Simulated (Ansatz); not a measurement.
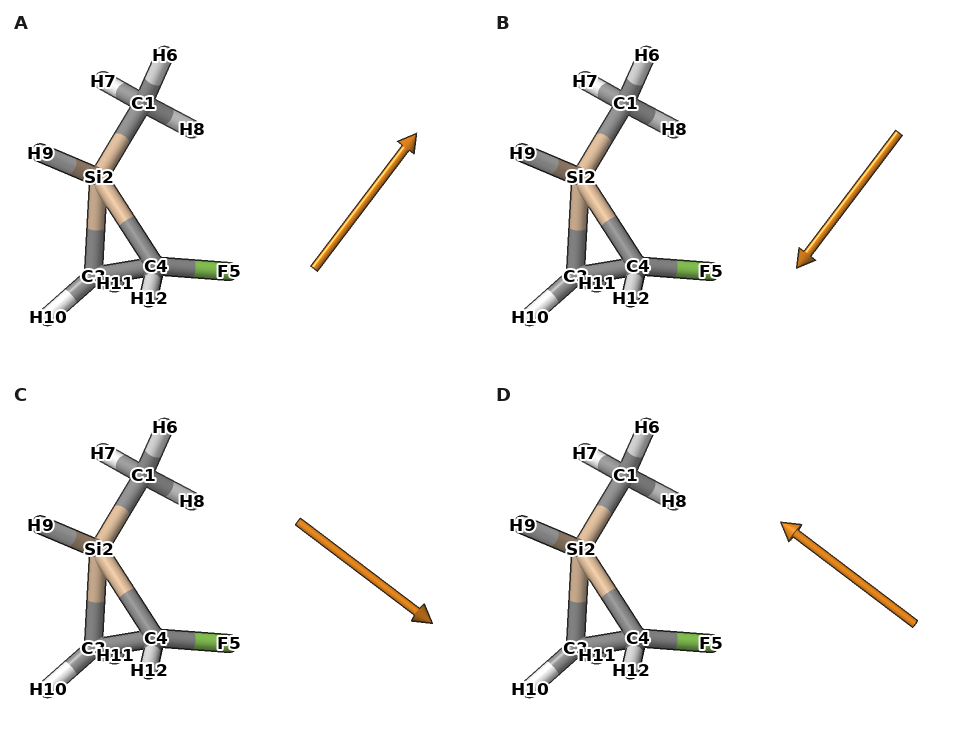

The same molecule four times, each with an arrow. Computed geometry: PBE-D4/def2-SVP optimisation. No frequency run is at hand to confirm it as a minimum. Level of theory: RKS PBE-D4/def2-SVP (Ansatz 0.2.0).

Which arrow points along the dipole moment, from the negative to the positive end?

D. The dipole moment is 1.40 D; it points from the side of F5 to the side of H7 (the outermost atoms at the two ends).
